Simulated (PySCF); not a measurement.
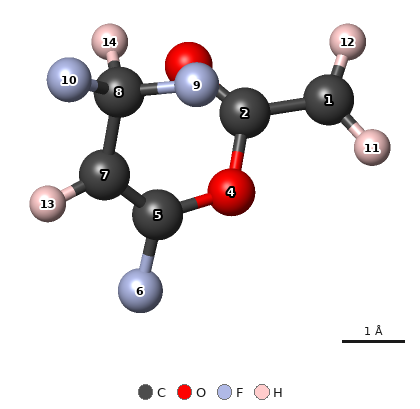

*The input geometry (ball-and-stick view, seen at a tilt; atoms are numbered from 1 in the order of the input).*

Bond lengths as drawn: C–C 1.33 to 1.49 Å, C–F 1.34 to 1.36 Å, C–H 1.07 to 1.11 Å and C–O 1.21 to 1.40 Å.

# C$_{5}$H$_{4}$F$_{3}$O$_{2}$: EPR calculation

System: C$_{5}$H$_{4}$F$_{3}$O$_{2}$, multiplicity 2.
Method: UKS B3LYP, pcH-1 on C F H O, non-relativistic, mean-field spin-orbit, GIAO (PySCF 2.14.0).

It belongs to a series of runs on one base structure; here: H removed from sp3 C.

## Log
```
UKS, coarse grid
  cycle   1  E = -642.59341746  |g| = 8.91e-01
  cycle   2  E = -641.83222484  |g| = 1.68e+00
  cycle   3  E = -642.81755593  |g| = 3.61e-01
  cycle   4  E = -642.86392710  |g| = 9.65e-02
  cycle   5  E = -642.86667561  |g| = 3.42e-02
  cycle   6  E = -642.86715006  |g| = 1.42e-02
  cycle   7  E = -642.86725608  |g| = 6.62e-03
  cycle   8  E = -642.86728746  |g| = 2.34e-03
  cycle   9  E = -642.86729452  |g| = 1.22e-03
  cycle  10  E = -642.86729500  |g| = 5.02e-04
UKS, final grid
  cycle   1  E = -642.86727201  |g| = 7.23e-04
  cycle   2  E = -642.86727162  |g| = 1.34e-03
  cycle   3  E = -642.86727224  |g| = 2.05e-04
  cycle   4  E = -642.86727226  |g| = 9.72e-05
  cycle   5  E = -642.86727227  |g| = 5.12e-05
  cycle   6  E = -642.86727228  |g| = 1.30e-05
E = -642.86727228 Eh   <S^2> = 0.7586 (exact 0.7500)
g shifts (ppm)      1          2          3
  rmc          -178       -178       -178
  gc             -2         40         41
  oz_so         -12       1595       3314
  total        -193       1456       3177
hyperfine (MHz)  atom isotope    a_iso     a_fc   dipolar eigenvalues
    0   13C      70.77      70.77    -70.12    -69.60    139.72
    1   13C     -47.49     -47.49    -10.65      2.08      8.57
    2   17O     -15.04     -15.04    -68.89     34.40     34.49
    3   17O       2.90       2.90     -8.12      3.30      4.83
    4   13C      -3.72      -3.72     -2.39      0.57      1.82
    5   19F       1.02       1.02     -8.18      0.19      7.99
    6   13C       2.03       2.03     -2.54     -1.67      4.21
    7   13C       4.70       4.70     -0.61     -0.07      0.68
    8   19F       1.80       1.80     -1.58      0.24      1.34
    9   19F       5.01       5.01     -3.22     -3.07      6.29
   10    1H     -56.29     -56.29    -33.24     -2.18     35.42
   11    1H     -56.17     -56.17    -32.25     -2.44     34.68
   12    1H      -1.22      -1.22     -1.63     -0.65      2.28
   13    1H       7.56       7.56     -2.69     -1.46      4.14
```

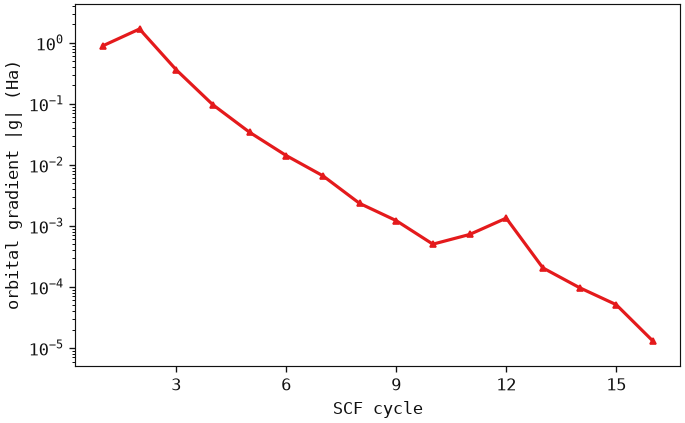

*Convergence of the self-consistent field: orbital gradient |g| against the SCF cycle.*

All cycles printed in the log are drawn one after another.

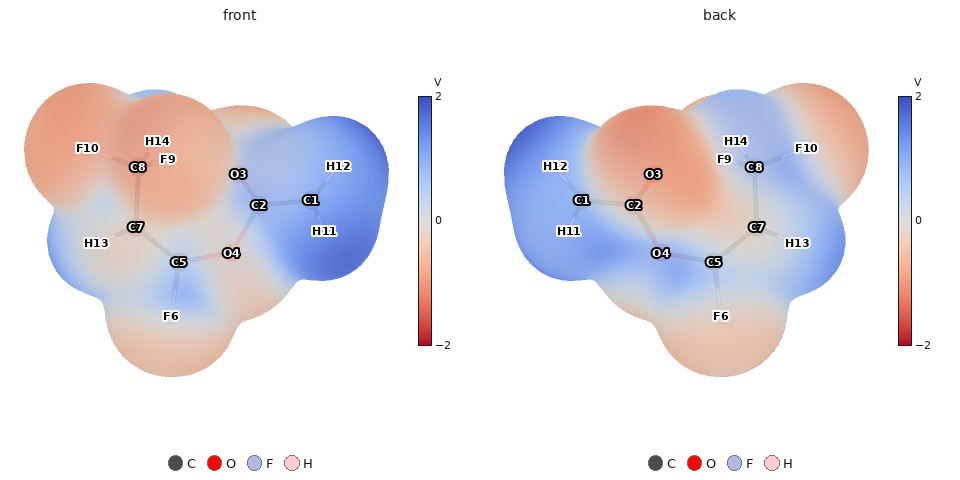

*The molecular electrostatic potential painted on the density surface at 0.002 e/bohr³, seen face on and from behind; red is negative and blue positive.*

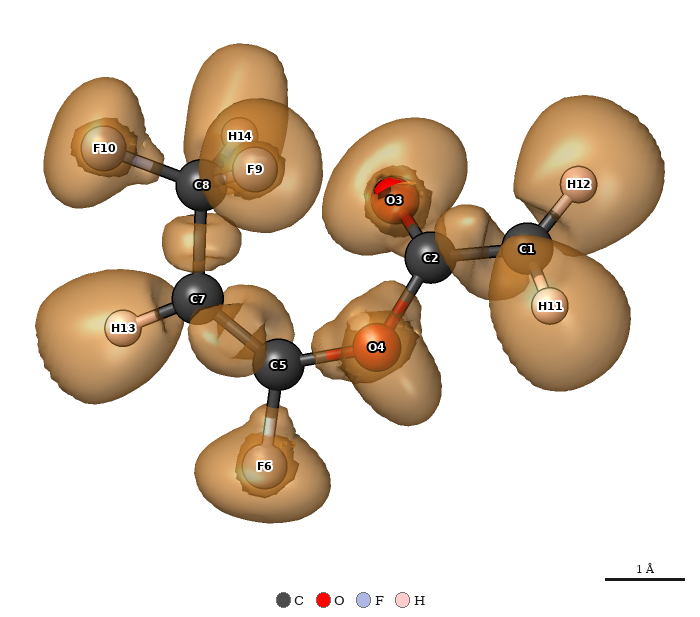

*Isosurface of the ELF at 0.75 (orange), seen face on. Core shells and regions of very low density are left out.*

Profiles from the grid: C–O (1.21 Å): the ELF peaks at about 0.85 between the atoms (a multiple bond by its length, whose ELF region spreads away from the axis). C–C (1.33 Å): the ELF peaks at about 0.95 between the atoms; a double or triple bond.

The run was set up as follows.

## The input
```
{"job": {"kind": "epr", "basis": "pcH-1"}, "charge": 0, "multiplicity": 2}
C      2.497888     0.818167     0.394550
C      1.328183     0.309177    -0.203249
O      0.718781     0.759746    -1.152099
O      0.925555    -0.872815     0.419346
C     -0.242216    -1.442038     0.107024
F     -0.112058    -2.771900     0.060158
C     -1.436468    -0.892804    -0.105303
C     -1.727209     0.568012     0.009194
F     -1.113775     1.117854     1.091726
F     -3.051637     0.768477     0.184060
H      2.945205     0.310484     1.227798
H      2.944181     1.707494    -0.009312
H     -2.276393    -1.528235    -0.331922
H     -1.400716     1.147909    -0.874062
```

The first line tells a small driver script what to run in PySCF; the rest is the geometry in Å.

Run as:
```bash
OMP_NUM_THREADS=1 python <driver script> task.json out
```

## Summary

| quantity | value |
| --- | --- |
| outcome | converged |
| total energy | −642.867272 hartree |
| ⟨S²⟩ | 0.759 |
| isotropic g | 2.0038 |
| hardware | 1 CPU thread, shared host |
| wall time | 1.7 min |
| peak memory | 1.1 GiB |
